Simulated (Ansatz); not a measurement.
Level of theory: PBE (plane waves to 420 eV, PAW; Ansatz, a first-principles code).

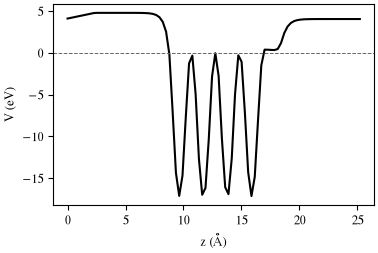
*Plane-averaged electrostatic potential energy along the normal, in eV from the Fermi level, for Al on the 1x1 (111) surface of fcc Cu, one in a 2x2 cell, started at the site 'hollow Cu-Cu-Cu over Cu at depth 4.1 Å'*

Slab: 17 atoms, 6.2 Å thick at the start under the adsorbate (thin: gaps and levels are the slab's own); k 6x6x1, smearing 0.1 eV, dipole-corrected; 8 atoms held, the rest relaxed; held to the start's symmetry, so lower structures may exist; no spin, no spin-orbit, no U, no dispersion correction. At the end it is bonded to 3 Cu. In PBE it is, or lies within 0.03 eV of, the lowest of the starts that converged.

The vacuum level lies 4.05 eV above the Fermi level over the top face and 4.79 eV above it under the bottom face.
